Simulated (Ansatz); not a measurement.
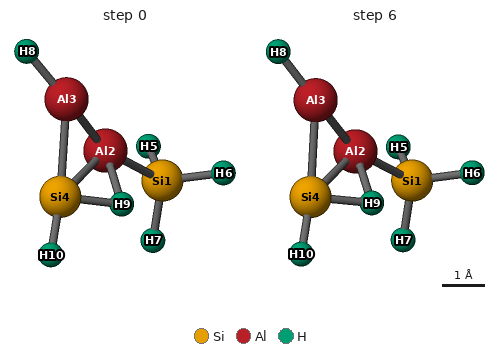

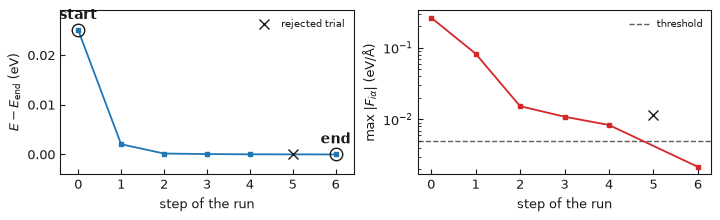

First and last geometry of a relaxation of Al2Si2H6, with the history of the run. A ball-and-stick model, seen from a free direction.

The start comes from PBE-D4/def2-SVP.

Computed with RKS PBE0-D4/def2-TZVP in Ansatz. Set-up: force threshold 0.005 eV/Å; at most 150 steps.

**Did the run converge, and what did it change?**

It converged. The atom that moves furthest after the best rigid fit is H8 (0.039 Å). Largest moves by element: H 0.039 Å, Al 0.037 Å, Si 0.027 Å. Some distances before and after: Al2–Si4 2.472 → 2.439 Å, Al2–H9 1.901 → 1.876 Å, Si4–H9 1.602 → 1.581 Å, Si4–H10 1.520 → 1.499 Å. Among the angles between lasting bonds that change: Si4–Al3–H8 133.5° → 135.8°. Over 5 accepted moves (6 points after the start) the energy falls by 0.025 eV. The largest force component goes from 0.26 to 0.0022 eV/Å. The line search rejected the trial step at point 5 of the run.
